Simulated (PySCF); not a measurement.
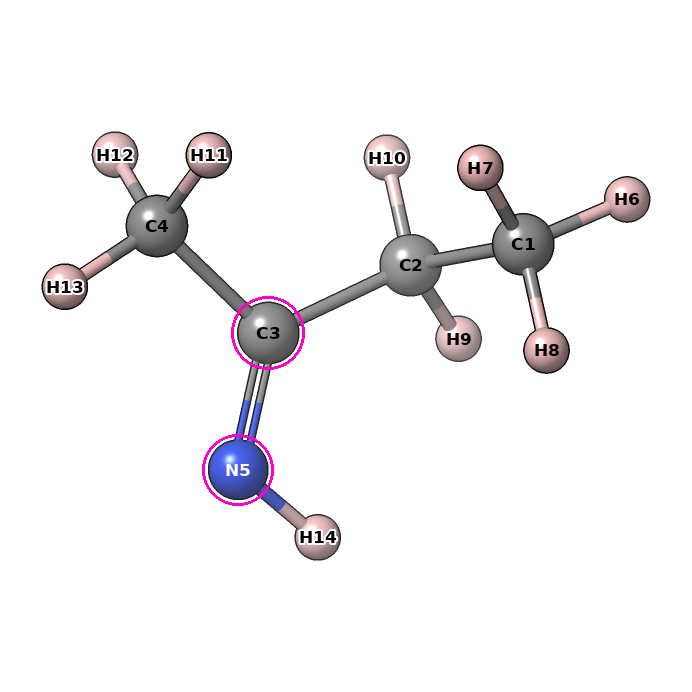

Depth is shown by fading: the farther an atom, the more it takes the colour of the background. Circles mark the stereogenic atoms. Computed geometry: GFN2-xTB optimisation. No frequency run is at hand to confirm it as a minimum.

Assign CIP descriptors.

Answer. C3=N5: Z.
